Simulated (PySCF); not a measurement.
# C3H10FPSi2: what the fields show

```xyz
17

F    -1.7116    1.6726   -0.9281
C    -1.5924    0.8878    0.2235
C    -0.2196    1.1329    0.8298
Si    1.0712    0.2485   -0.2688
P     2.7195   -0.5364    1.0428
C     0.0422   -1.2317   -0.9163
Si   -1.7451   -0.9480   -0.3278
H    -2.3903    1.2438    0.8840
H    -0.2122    0.7159    1.8378
H    -0.0418    2.2048    0.9214
H     1.5023    1.1248   -1.3719
H     3.3611    0.6812    1.1747
H     3.5243   -0.9154   -0.0148
H     0.4350   -2.1785   -0.5501
H     0.0844   -1.2808   -2.0018
H    -2.0882   -1.7604    0.8425
H    -2.7458   -1.0493   -1.3867
```

Geometry: GFN2-xTB.

The calculation used PySCF 2.14.0, wB97X-D/def2-SVPD, SCF density, gas phase.

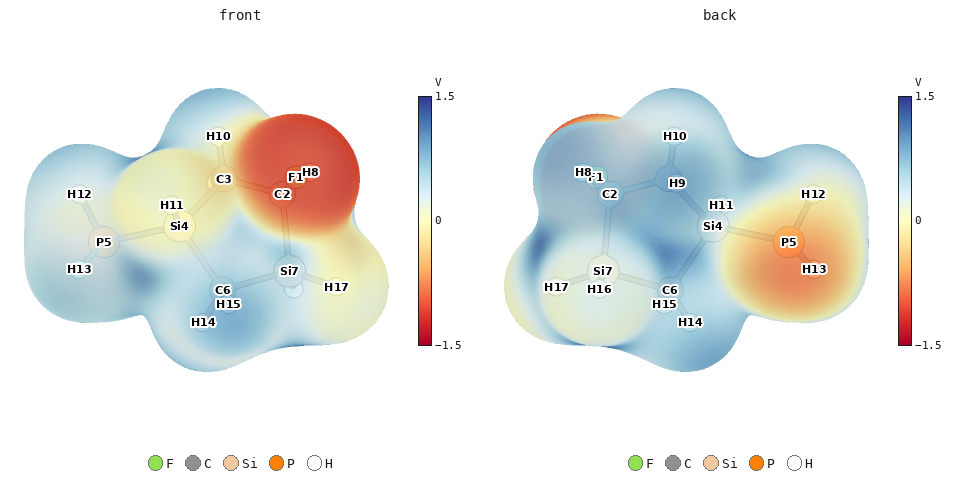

Figure 1. The molecular electrostatic potential painted on the density surface at 0.002 e/bohr³, seen from the front and from behind; the colour scale runs from red (negative) to blue (positive).

Which sites attract a positive test charge, and which a negative one?

A positive charge is drawn to the negative regions and a negative charge to the positive ones. The most negative region (about −1.1 V) lies over F1, the most positive (about +1.2 V) over Si7.

How polar is the molecule by this calculation?

Its dipole moment is 0.97 D.

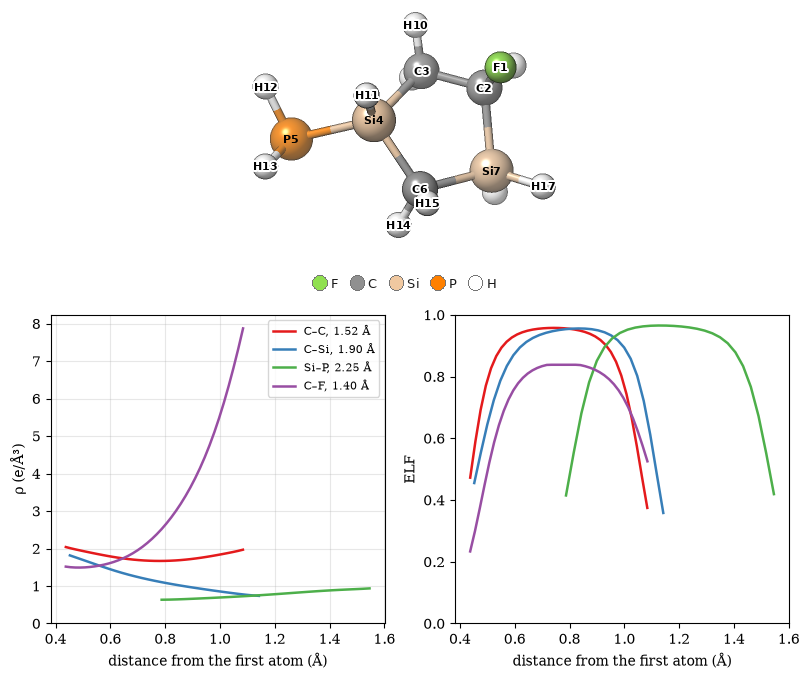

Figure 2. Total electron density and electron localisation function along straight lines between neighbouring atoms. The curves leave out the atomic cores. The structure is drawn too.

Compare the contacts.

C–C (1.52 Å): the density is about 1.7 e/Å³ at the midpoint; the ELF peaks at about 0.95 between the atoms; a shared electron pair.
C–Si (1.90 Å): ρ is about 0.9 e/Å³ halfway; the ELF peaks at about 0.95 between the atoms (a shared electron pair).
Si–P (2.25 Å): the density is about 0.74 e/Å³ at the midpoint; the ELF peaks at about 0.95 between the atoms, as expected for a covalent bond.
C–F (1.40 Å): ρ is about 2 e/Å³ halfway, with its minimum of 1.5 e/Å³ about 0.5 Å from C; the ELF peaks at about 0.85 between the atoms (a polar covalent bond).
